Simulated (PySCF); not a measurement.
The calculation's input:

```
{"job": {"kind": "uv", "xc": "CAM-B3LYP", "basis": "def2-SVPD", "nstates": 8, "ntriplets": 3}, "charge": 0, "multiplicity": 1}
N     -2.760924    -0.781716     2.218827
Si    -2.555942     0.277082     0.879724
C     -0.841575     0.272000     0.150849
C      0.288623     0.241816    -0.296263
C      1.543922     0.209199    -0.796532
C      2.670810     0.186187    -1.252267
C      3.984107     0.163767    -1.785842
O      4.900599    -0.507114    -1.383538
H     -2.323447    -0.564298     3.099509
H     -2.759140    -1.778123     2.072585
H     -2.795346     1.629270     1.379703
H     -3.455263    -0.199995    -0.168733
H      4.099188     0.852410    -2.650117
```

Command:

```sh
OMP_NUM_THREADS=1 python probes_run.py task.json out
```

Geometry: GFN2-xTB.

The calculation used CAM-B3LYP/def2-SVPD, SCF density, gas phase (PySCF).

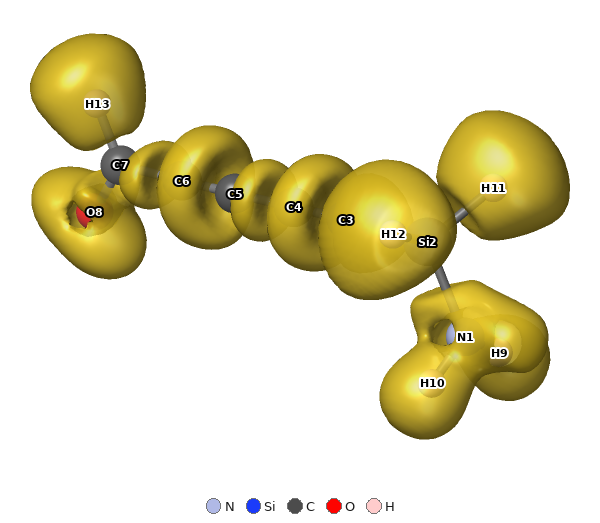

C₅H₅NOSi (SMILES N[SiH2]C#CC#CC=O). Isosurface of the ELF at 0.75 (yellow), seen at an oblique angle. Core shells and regions of very low density are left out.

Question: What do the ELF domains correspond to?

Answer: At this value the surface marks out four regions between bonded C–C atoms (shared pairs), one region between bonded C–Si atoms (shared pairs), three regions around hydrogen nuclei, one region on O in which the atom's valence shell and bonds are merged and one joined region spread over several atoms (H, N), in which their bonds and any lone pairs are merged. Along the contacts the grid gives the following. C–O (1.20 Å): the ELF peaks at about 0.85 between the atoms; a multiple bond. C–C (1.22 Å): the ELF peaks at about 0.85 between the atoms (a multiple bond).
